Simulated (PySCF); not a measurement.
**Core-level calculation of C4H5ClGe**

C4H5ClGe, computed with delta-SCF UKS SCAN, def2-TZVP on the ionised atom, pcseg-1 elsewhere, spin-free X2C (PySCF 2.14.0).

Figures and captions count atoms from 1; the log counts them from 0 in places.

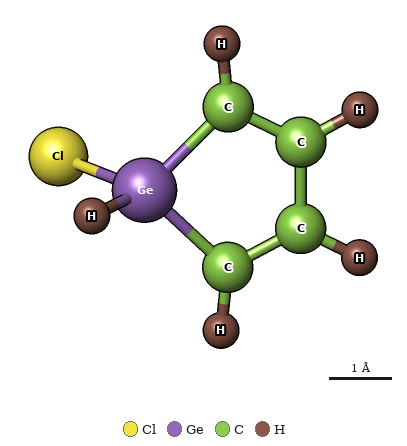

Fig. 1: The structure as given in the input (ball-and-stick view, seen at a tilt). Sticks mark near contacts. Bond lengths as drawn: Cl–Ge 2.17 Å, C–C 1.35 to 1.49 Å, C–Ge 1.94 Å, C–H 1.09 to 1.10 Å and Ge–H 1.53 Å.

### Results in brief

```tsv
quantity	value
outcome	converged
hardware	1 CPU thread, shared host
wall time	47 s
peak memory	0.45 GiB
```

### Notes

The core-hole state is spin-contaminated.

### Input file
```
{"job": {"kind": "xps", "basis": "def2-TZVP"}, "charge": 0, "multiplicity": 1}
Cl    -2.148942    -2.121289    -0.794469
Ge    -0.923926    -0.894350     0.502382
C     -0.960941     0.984908     0.023346
C      0.295731     1.311606    -0.329555
C      1.331214     0.245807    -0.310570
C      0.962299    -0.993762     0.060509
H     -1.330249    -1.256549     1.937299
H     -1.790280     1.693218     0.033586
H      0.584533     2.325048    -0.629503
H      2.356692     0.498957    -0.601645
H      1.644817    -1.843759     0.096748
```

The first line tells a small driver script what to run in PySCF; the rest is the geometry in Å.

Command:
```bash
OMP_NUM_THREADS=1 python <driver script> task.json out
```

### What the program printed
```
ground state, core basis on atom 0 (Cl), 145 functions
  cycle   1  E = -2710.78010616  |g| = 4.92e-01
  cycle   2  E = -2710.72496767  |g| = 6.66e-01
  cycle   3  E = -2710.84670780  |g| = 4.56e-02
  cycle   4  E = -2710.84728152  |g| = 2.17e-02
  cycle   5  E = -2710.84740092  |g| = 8.33e-03
  cycle   6  E = -2710.84741169  |g| = 5.40e-03
  cycle   7  E = -2710.84741778  |g| = 1.16e-03
  cycle   8  E = -2710.84742066  |g| = 3.92e-04
  E(ground) = -2710.97381550 Eh
hole in Cl 1s of atom 0
  cycle   1  E = -2605.65101560  |g| = 3.72e+00
  cycle   2  E = -2605.07358166  |g| = 1.98e+00
[... 10 cycles left out ...]
  E(ion) = -2606.89772576 Eh   <S^2> = 0.7520   hole on atom = 1.000   binding energy = 2832.055 eV
hole in Cl 2p of atom 0
[... 11 cycles left out ...]
  E(ion) = -2703.38627322 Eh   <S^2> = 0.7517   hole on atom = 1.001   binding energy = 206.468 eV
  2p3/2 = 205.882 eV   2p1/2 = 207.503 eV
ground state, core basis on atom 2 (C), 143 functions
[... 7 cycles left out ...]
  E(ground) = -2710.98398479 Eh
hole in C 1s of atom 2
[... 15 cycles left out ...]
  E(ion) = -2700.30871788 Eh   <S^2> = 0.8432   hole on atom = 1.000   binding energy = 290.489 eV
ground state, core basis on atom 3 (C), 143 functions
[... 7 cycles left out ...]
  E(ground) = -2710.98305096 Eh
hole in C 1s of atom 3
[... 7 cycles left out ...]
  cycle   8  E = -2700.13546535  |g| = 1.32e-02
  cycle   9  E = -2700.13571328  |g| = 1.03e-02
  cycle  10  E = -2700.13591271  |g| = 9.13e-03
  cycle  11  E = -2700.13618376  |g| = 8.96e-03
  cycle  12  E = -2700.13679729  |g| = 6.08e-03
  cycle  13  E = -2700.13696426  |g| = 3.65e-03
  cycle  14  E = -2700.13700187  |g| = 2.36e-03
  cycle  15  E = -2700.13701868  |g| = 1.54e-03
  cycle  16  E = -2700.13702139  |g| = 5.98e-04
  cycle  17  E = -2700.13702241  |g| = 4.00e-04
  E(ion) = -2700.27728559 Eh   <S^2> = 0.9411   hole on atom = 1.000   binding energy = 291.319 eV
```

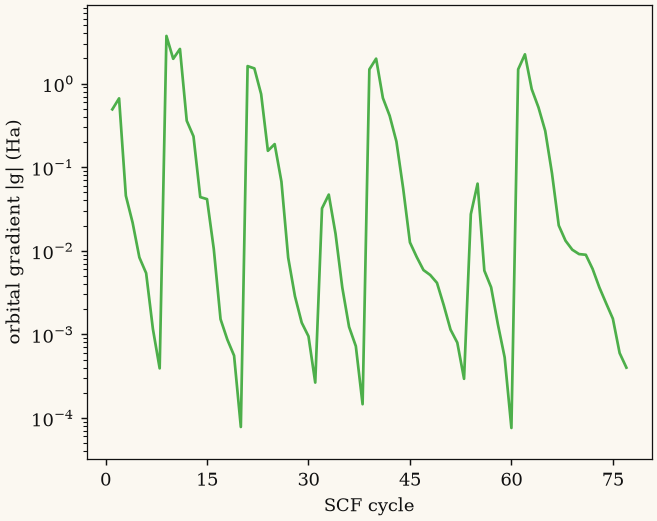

Fig. 2: Convergence of the self-consistent field: orbital gradient |g| against the SCF cycle. All cycles printed in the log are drawn one after another.

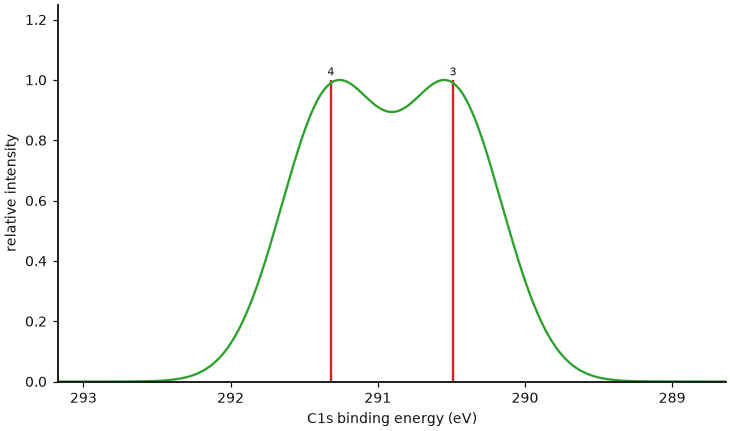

Fig. 3: C1s binding energies by ΔSCF of the atoms computed, labelled by atom number, with a Gaussian envelope of 0.8 eV full width. They run from 290.49 eV (atom 3) to 291.32 eV (atom 4).
